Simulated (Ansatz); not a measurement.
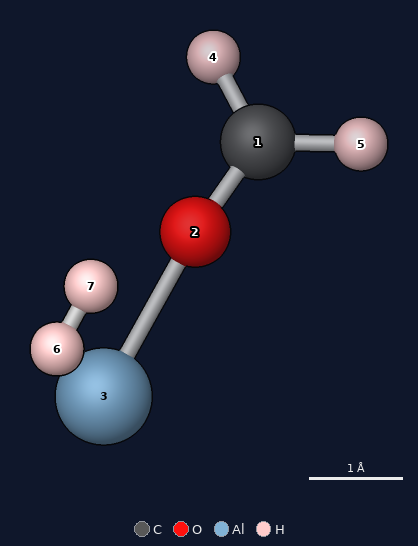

**Figure 1.** The input geometry (ball-and-stick view, seen at a tilt; atoms are numbered from 1 in the order of the input). Sticks mark near contacts.

**CH₄AlO (charge +1): geometry relaxation (part 1 of 2)**

CH₄AlO, charge +1, computed with RKS PBE0-D4/def2-TZVP (Ansatz 0.2.0).

Figures and captions count atoms from 1; the log counts them from 0 in places.

### The input
```yaml
crystal:
  periodic: [false, false, false]
  atoms:
    - {symbol: C, position_ang: [-0.896424, 0.329221, -0.367541]}
    - {symbol: O, position_ang: [0.003993, -0.507228, -0.490085]}
    - {symbol: Al, position_ang: [1.120863, -2.051240, -1.223456]}
    - {symbol: H, position_ang: [-1.790606, 0.112221, 0.265824]}
    - {symbol: H, position_ang: [-0.829953, 1.316466, -0.886200]}
    - {symbol: H, position_ang: [2.684650, -1.461198, 0.725408]}
    - {symbol: H, position_ang: [2.209731, -0.903902, 0.974013]}
basis:
  gaussian: {orbitals: def2-TZVP}
total_charge: 1
hamiltonian: {xc: pbe0, dispersion: d4}
relax: {f_tol: 0.005, max_steps: 200}
```

Hardware: 2 threads of Arm Neoverse V1, 23 GiB of memory available, shared host.

Launch command:
```bash
ansatz run in.yaml --threads 2 --pin off --events-out ev --progress --plain --max-ram 4352MiB
```

### Log
```
Functional definition: PBE0
  name "PBE0"
  cite "Adamo & Barone, J. Chem. Phys. 110, 6158 (1999) doi:10.1063/1.478522"
  cite "Perdew, Burke & Ernzerhof, Phys. Rev. Lett. 77, 3865 (1996) doi:10.1103/PhysRevLett.77.3865"
  parent pbe
  parameter a = 0.25
  parameter kappa = 0.804
  parameter beta = 0.06672455060314922
  exchange = (1 - a)*pbe_x(kappa = kappa, mu = beta*pi^2/3) + a*exact_x
  correlation = pbe_c(beta = beta)
786 factors; their error is unknown
mean field evaluation 1: about -9683.2240 eV, gradient 1.2e2 eV
mean field evaluation 2: about -9178.0433 eV, gradient 3.0e2 eV
mean field evaluation 4: about -9730.1616 eV, gradient 3.5e1 eV
mean field evaluation 8: about -9732.4470 eV, gradient 1.3e-1 eV
mean field evaluation 16: about -9732.4568 eV, gradient 1.9e-4 eV
mean field -9732.45680541 eV, -357.6611907027 hartree, gradient 5.5e-5 eV, S^2 0.000000; 0 other end points of the search recorded, 0 dependent functions left out
the calculation of the forces begins
reference -9732.45683524 eV, -357.6611917989 hartree; 15, 15 occupied and 108, 108 virtual orbitals, 786 factors
relax step   1: F+E_penalty+E_count = -9732.53563068 eV  Δ(F+E_penalty+E_count) = +0.000e0 eV  max|allowed force component| = 8.785e-1 eV/Å  Δτ_max = 0.0000 Å  (27 SCF iters, accepted)
these checks for a lower state are left out or cut short: starts, cluster_reference, orbital_swaps, neighbouring_geometries, increment
786 factors; their error is unknown
mean field -9732.48420427 eV, -357.6621975922 hartree, gradient 7.7e-6 eV, S^2 0.000000; 0 other end points of the search recorded, 0 dependent functions left out
[... from here on the field's lines of each further geometry are left out, up to the last ...]
relax step   2: F+E_penalty+E_count = -9732.56112817 eV  Δ(F+E_penalty+E_count) = -2.550e-2 eV  max|allowed force component| = 4.604e-1 eV/Å  Δτ_max = 0.1834 Å  (30 SCF iters, accepted)
relax step   3: F+E_penalty+E_count = -9732.54514334 eV  Δ(F+E_penalty+E_count) = +1.598e-2 eV  max|allowed force component| = 5.946e-1 eV/Å  Δτ_max = 0.1048 Å  (29 SCF iters, rejected (line search))
relax step   4: F+E_penalty+E_count = -9732.57147342 eV  Δ(F+E_penalty+E_count) = -1.035e-2 eV  max|allowed force component| = 2.052e-1 eV/Å  Δτ_max = 0.0524 Å  (30 SCF iters, accepted)
relax step   5: F+E_penalty+E_count = -9732.57282048 eV  Δ(F+E_penalty+E_count) = -1.347e-3 eV  max|allowed force component| = 1.331e-1 eV/Å  Δτ_max = 0.0140 Å  (30 SCF iters, accepted)
relax step   6: F+E_penalty+E_count = -9732.57409323 eV  Δ(F+E_penalty+E_count) = -1.273e-3 eV  max|allowed force component| = 5.360e-2 eV/Å  Δτ_max = 0.0330 Å  (32 SCF iters, accepted)
relax step   7: F+E_penalty+E_count = -9732.57429744 eV  Δ(F+E_penalty+E_count) = -2.042e-4 eV  max|allowed force component| = 3.593e-2 eV/Å  Δτ_max = 0.0143 Å  (32 SCF iters, accepted)
relax step   8: F+E_penalty+E_count = -9732.57444330 eV  Δ(F+E_penalty+E_count) = -1.459e-4 eV  max|allowed force component| = 2.517e-2 eV/Å  Δτ_max = 0.0178 Å  (32 SCF iters, accepted)
relax step   9: F+E_penalty+E_count = -9732.57456252 eV  Δ(F+E_penalty+E_count) = -1.192e-4 eV  max|allowed force component| = 2.549e-2 eV/Å  Δτ_max = 0.0097 Å  (32 SCF iters, accepted)
relax step  10: F+E_penalty+E_count = -9732.57467973 eV  Δ(F+E_penalty+E_count) = -1.172e-4 eV  max|allowed force component| = 2.195e-2 eV/Å  Δτ_max = 0.0185 Å  (31 SCF iters, accepted)
relax step  11: F+E_penalty+E_count = -9732.57478413 eV  Δ(F+E_penalty+E_count) = -1.044e-4 eV  max|allowed force component| = 2.136e-2 eV/Å  Δτ_max = 0.0156 Å  (32 SCF iters, accepted)
relax step  12: F+E_penalty+E_count = -9732.57480718 eV  Δ(F+E_penalty+E_count) = -2.305e-5 eV  max|allowed force component| = 2.221e-2 eV/Å  Δτ_max = 0.0020 Å  (32 SCF iters, accepted)
relax step  13: F+E_penalty+E_count = -9732.57478657 eV  Δ(F+E_penalty+E_count) = +2.061e-5 eV  max|allowed force component| = 3.269e-2 eV/Å  Δτ_max = 0.0232 Å  (31 SCF iters, rejected (line search))
relax step  14: F+E_penalty+E_count = -9732.57487608 eV  Δ(F+E_penalty+E_count) = -6.890e-5 eV  max|allowed force component| = 2.306e-2 eV/Å  Δτ_max = 0.0113 Å  (30 SCF iters, accepted)
relax step  15: F+E_penalty+E_count = -9732.57489361 eV  Δ(F+E_penalty+E_count) = -1.753e-5 eV  max|allowed force component| = 2.264e-2 eV/Å  Δτ_max = 0.0057 Å  (32 SCF iters, accepted)
relax step  16: F+E_penalty+E_count = -9732.57490182 eV  Δ(F+E_penalty+E_count) = -8.212e-6 eV  max|allowed force component| = 1.671e-2 eV/Å  Δτ_max = 0.0029 Å  (32 SCF iters, accepted)
relax step  17: F+E_penalty+E_count = -9732.57490490 eV  Δ(F+E_penalty+E_count) = -3.074e-6 eV  max|allowed force component| = 9.442e-3 eV/Å  Δτ_max = 0.0028 Å  (32 SCF iters, accepted)
relax step  18: F+E_penalty+E_count = -9732.57491727 eV  Δ(F+E_penalty+E_count) = -1.237e-5 eV  max|allowed force component| = 3.990e-3 eV/Å  Δτ_max = 0.0079 Å  (32 SCF iters, accepted)
relax step  19: F+E_penalty+E_count = -9732.57480584 eV  Δ(F+E_penalty+E_count) = +1.114e-4 eV  max|allowed force component| = 4.304e-2 eV/Å  Δτ_max = 0.0685 Å  (29 SCF iters, rejected (line search))
relax step  20: F+E_penalty+E_count = -9732.57493114 eV  Δ(F+E_penalty+E_count) = -1.387e-5 eV  max|allowed force component| = 8.225e-3 eV/Å  Δτ_max = 0.0332 Å  (31 SCF iters, accepted)
relax step  21: F+E_penalty+E_count = -9732.57450775 eV  Δ(F+E_penalty+E_count) = +4.234e-4 eV  max|allowed force component| = 9.206e-2 eV/Å  Δτ_max = 0.0172 Å  (32 SCF iters, rejected (line search))
relax step  22: F+E_penalty+E_count = -9732.57493480 eV  Δ(F+E_penalty+E_count) = -3.659e-6 eV  max|allowed force component| = 6.723e-3 eV/Å  Δτ_max = 0.0013 Å  (31 SCF iters, accepted)
relax step  23: F+E_penalty+E_count = -9732.57494030 eV  Δ(F+E_penalty+E_count) = -5.504e-6 eV  max|allowed force component| = 5.558e-3 eV/Å  Δτ_max = 0.0034 Å  (31 SCF iters, accepted)
relax step  24: F+E_penalty+E_count = -9732.57494228 eV  Δ(F+E_penalty+E_count) = -1.976e-6 eV  max|allowed force component| = 6.052e-3 eV/Å  Δτ_max = 0.0008 Å  (31 SCF iters, accepted)
relax step  25: F+E_penalty+E_count = -9732.57496998 eV  Δ(F+E_penalty+E_count) = -2.771e-5 eV  max|allowed force component| = 6.113e-3 eV/Å  Δτ_max = 0.0117 Å  (31 SCF iters, accepted)
relax step  26: F+E_penalty+E_count = -9732.57497946 eV  Δ(F+E_penalty+E_count) = -9.476e-6 eV  max|allowed force component| = 1.143e-2 eV/Å  Δτ_max = 0.0097 Å  (31 SCF iters, accepted)
relax step  27: F+E_penalty+E_count = -9732.57498719 eV  Δ(F+E_penalty+E_count) = -7.733e-6 eV  max|allowed force component| = 9.364e-3 eV/Å  Δτ_max = 0.0025 Å  (32 SCF iters, accepted)
relax step  28: F+E_penalty+E_count = -9732.57498927 eV  Δ(F+E_penalty+E_count) = -2.077e-6 eV  max|allowed force component| = 2.496e-2 eV/Å  Δτ_max = 0.0196 Å  (32 SCF iters, accepted)
relax step  29: F+E_penalty+E_count = -9732.57503962 eV  Δ(F+E_penalty+E_count) = -5.035e-5 eV  max|allowed force component| = 1.919e-2 eV/Å  Δτ_max = 0.0047 Å  (32 SCF iters, accepted)
relax step  30: F+E_penalty+E_count = -9732.57505839 eV  Δ(F+E_penalty+E_count) = -1.877e-5 eV  max|allowed force component| = 2.863e-2 eV/Å  Δτ_max = 0.0219 Å  (31 SCF iters, accepted)
relax step  31: F+E_penalty+E_count = -9732.57518371 eV  Δ(F+E_penalty+E_count) = -1.253e-4 eV  max|allowed force component| = 8.972e-3 eV/Å  Δτ_max = 0.0188 Å  (31 SCF iters, accepted)
relax step  32: F+E_penalty+E_count = -9732.57171420 eV  Δ(F+E_penalty+E_count) = +3.470e-3 eV  max|allowed force component| = 3.903e-1 eV/Å  Δτ_max = 0.0682 Å  (31 SCF iters, rejected (line search))
relax step  33: F+E_penalty+E_count = -9732.57521856 eV  Δ(F+E_penalty+E_count) = -3.485e-5 eV  max|allowed force component| = 1.371e-2 eV/Å  Δτ_max = 0.0086 Å  (31 SCF iters, accepted)
relax step  34: F+E_penalty+E_count = -9732.57509863 eV  Δ(F+E_penalty+E_count) = +1.199e-4 eV  max|allowed force component| = 9.696e-2 eV/Å  Δτ_max = 0.0303 Å  (32 SCF iters, rejected (line search))
relax step  35: F+E_penalty+E_count = -9732.57520591 eV  Δ(F+E_penalty+E_count) = +1.266e-5 eV  max|allowed force component| = 4.520e-2 eV/Å  Δτ_max = 0.0151 Å  (31 SCF iters, rejected (line search))
relax step  36: F+E_penalty+E_count = -9732.57521099 eV  Δ(F+E_penalty+E_count) = +7.574e-6 eV  max|allowed force component| = 3.223e-2 eV/Å  Δτ_max = 0.0075 Å  (32 SCF iters, rejected (line search))
relax step  37: F+E_penalty+E_count = -9732.57524129 eV  Δ(F+E_penalty+E_count) = -2.273e-5 eV  max|allowed force component| = 3.722e-3 eV/Å  Δτ_max = 0.0036 Å  (32 SCF iters, accepted)
relax step  38: F+E_penalty+E_count = -9732.57481593 eV  Δ(F+E_penalty+E_count) = +4.254e-4 eV  max|allowed force component| = 1.585e-1 eV/Å  Δτ_max = 0.0491 Å  (31 SCF iters, rejected (line search))
relax step  39: F+E_penalty+E_count = -9732.57530516 eV  Δ(F+E_penalty+E_count) = -6.386e-5 eV  max|allowed force component| = 3.777e-2 eV/Å  Δτ_max = 0.0240 Å  (30 SCF iters, accepted)
relax step  40: F+E_penalty+E_count = -9732.57534275 eV  Δ(F+E_penalty+E_count) = -3.759e-5 eV  max|allowed force component| = 3.868e-2 eV/Å  Δτ_max = 0.0056 Å  (31 SCF iters, accepted)
relax step  41: F+E_penalty+E_count = -9732.57539180 eV  Δ(F+E_penalty+E_count) = -4.904e-5 eV  max|allowed force component| = 4.134e-2 eV/Å  Δτ_max = 0.0110 Å  (31 SCF iters, accepted)
relax step  42: F+E_penalty+E_count = -9732.57417010 eV  Δ(F+E_penalty+E_count) = +1.222e-3 eV  max|allowed force component| = 1.571e-1 eV/Å  Δτ_max = 0.0514 Å  (31 SCF iters, rejected (line search))
relax step  43: F+E_penalty+E_count = -9732.57543670 eV  Δ(F+E_penalty+E_count) = -4.490e-5 eV  max|allowed force component| = 2.505e-2 eV/Å  Δτ_max = 0.0075 Å  (31 SCF iters, accepted)
relax step  44: F+E_penalty+E_count = -9732.57543576 eV  Δ(F+E_penalty+E_count) = +9.346e-7 eV  max|allowed force component| = 5.684e-2 eV/Å  Δτ_max = 0.0275 Å  (31 SCF iters, rejected (line search))
relax step  45: F+E_penalty+E_count = -9732.57543920 eV  Δ(F+E_penalty+E_count) = -2.499e-6 eV  max|allowed force component| = 6.948e-2 eV/Å  Δτ_max = 0.0137 Å  (32 SCF iters, accepted)
relax step  46: F+E_penalty+E_count = -9732.57557076 eV  Δ(F+E_penalty+E_count) = -1.316e-4 eV  max|allowed force component| = 1.062e-2 eV/Å  Δτ_max = 0.0141 Å  (32 SCF iters, accepted)
relax step  47: F+E_penalty+E_count = -9732.57558812 eV  Δ(F+E_penalty+E_count) = -1.736e-5 eV  max|allowed force component| = 5.671e-2 eV/Å  Δτ_max = 0.0206 Å  (31 SCF iters, accepted)
relax step  48: F+E_penalty+E_count = -9732.57521066 eV  Δ(F+E_penalty+E_count) = +3.775e-4 eV  max|allowed force component| = 9.296e-2 eV/Å  Δτ_max = 0.0074 Å  (31 SCF iters, rejected (line search))
relax step  49: F+E_penalty+E_count = -9732.57565879 eV  Δ(F+E_penalty+E_count) = -7.068e-5 eV  max|allowed force component| = 1.212e-2 eV/Å  Δτ_max = 0.0025 Å  (31 SCF iters, accepted)
relax step  50: F+E_penalty+E_count = -9732.57572821 eV  Δ(F+E_penalty+E_count) = -6.942e-5 eV  max|allowed force component| = 4.195e-3 eV/Å  Δτ_max = 0.0158 Å  (31 SCF iters, accepted)
relax step  51: F+E_penalty+E_count = -9732.57577039 eV  Δ(F+E_penalty+E_count) = -4.217e-5 eV  max|allowed force component| = 4.463e-2 eV/Å  Δτ_max = 0.0231 Å  (31 SCF iters, accepted)
relax step  52: F+E_penalty+E_count = -9732.57580448 eV  Δ(F+E_penalty+E_count) = -3.409e-5 eV  max|allowed force component| = 2.330e-2 eV/Å  Δτ_max = 0.0032 Å  (31 SCF iters, accepted)
relax step  53: F+E_penalty+E_count = -9732.57582382 eV  Δ(F+E_penalty+E_count) = -1.935e-5 eV  max|allowed force component| = 1.337e-2 eV/Å  Δτ_max = 0.0028 Å  (31 SCF iters, accepted)
relax step  54: F+E_penalty+E_count = -9732.57549216 eV  Δ(F+E_penalty+E_count) = +3.317e-4 eV  max|allowed force component| = 7.910e-2 eV/Å  Δτ_max = 0.0253 Å  (31 SCF iters, rejected (line search))
relax step  55: F+E_penalty+E_count = -9732.57585639 eV  Δ(F+E_penalty+E_count) = -3.257e-5 eV  max|allowed force component| = 2.008e-2 eV/Å  Δτ_max = 0.0125 Å  (31 SCF iters, accepted)
relax step  56: F+E_penalty+E_count = -9732.57579510 eV  Δ(F+E_penalty+E_count) = +6.129e-5 eV  max|allowed force component| = 8.508e-2 eV/Å  Δτ_max = 0.0301 Å  (31 SCF iters, rejected (line search))
relax step  57: F+E_penalty+E_count = -9732.57585756 eV  Δ(F+E_penalty+E_count) = -1.173e-6 eV  max|allowed force component| = 4.811e-2 eV/Å  Δτ_max = 0.0150 Å  (29 SCF iters, accepted)
relax step  58: F+E_penalty+E_count = -9732.57602037 eV  Δ(F+E_penalty+E_count) = -1.628e-4 eV  max|allowed force component| = 8.956e-3 eV/Å  Δτ_max = 0.0200 Å  (29 SCF iters, accepted)
relax step  59: F+E_penalty+E_count = -9732.57608252 eV  Δ(F+E_penalty+E_count) = -6.214e-5 eV  max|allowed force component| = 2.778e-2 eV/Å  Δτ_max = 0.0185 Å  (30 SCF iters, accepted)
relax step  60: F+E_penalty+E_count = -9732.57608267 eV  Δ(F+E_penalty+E_count) = -1.547e-7 eV  max|allowed force component| = 3.395e-2 eV/Å  Δτ_max = 0.0143 Å  (32 SCF iters, accepted)
relax step  61: F+E_penalty+E_count = -9732.57617321 eV  Δ(F+E_penalty+E_count) = -9.054e-5 eV  max|allowed force component| = 1.856e-2 eV/Å  Δτ_max = 0.0148 Å  (31 SCF iters, accepted)
the calculation of the forces begins
reference -9732.49851109 eV, -357.6627233581 hartree; 15, 15 occupied and 108, 108 virtual orbitals, 786 factors
relax step  62: F+E_penalty+E_count = -9732.57620659 eV  Δ(F+E_penalty+E_count) = -3.338e-5 eV  max|allowed force component| = 2.057e-3 eV/Å  Δτ_max = 0.0118 Å  (31 SCF iters, accepted)
786 factors; their error is unknown
mean field evaluation 448: about -9732.4983 eV, gradient 3.2e-1 eV
```
